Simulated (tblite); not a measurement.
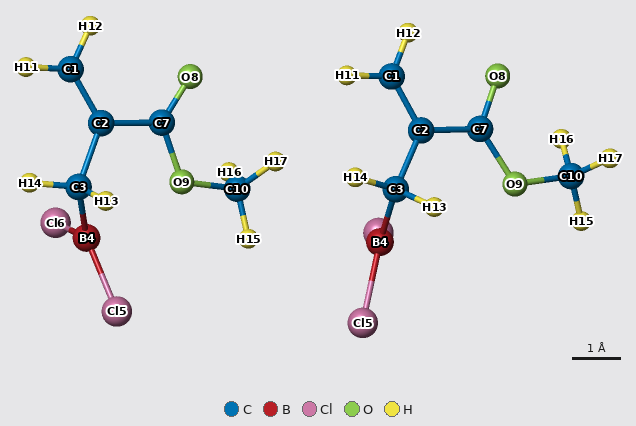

Two geometries of C$_{5}$H$_{7}$BCl$_{2}$O$_{2}$, drawn at one scale. One is the start of a relaxation, the other its converged end. The picture is a ball-and-stick view, seen at a tilt.

Computed with GFN2-xTB geometry optimisation, gas phase (tblite 0.8.0). 

Which one is relaxed?

The left one is the relaxed one. Over 142 geometry steps the energy falls by 81.2 kJ/mol. Cl5 moves most after the best rigid fit: 1.64 Å. By element the largest moves are Cl 1.64 Å, H 0.81 Å, B 0.56 Å, C 0.43 Å, O 0.33 Å. Among the contacts that change: B4–Cl5 1.874 → 1.718 Å, B4–Cl6 1.835 → 1.726 Å, C7–O8 1.270 → 1.203 Å, C7–O9 1.400 → 1.349 Å. Among the angles between lasting bonds that change: C2–C7–O9 120.5° → 110.8°, C2–C7–O8 117.3° → 126.1°, C3–C2–C7 122.5° → 115.7°. Groups turn about C3–B4 by about 40°, O9–C10 by about 30°.
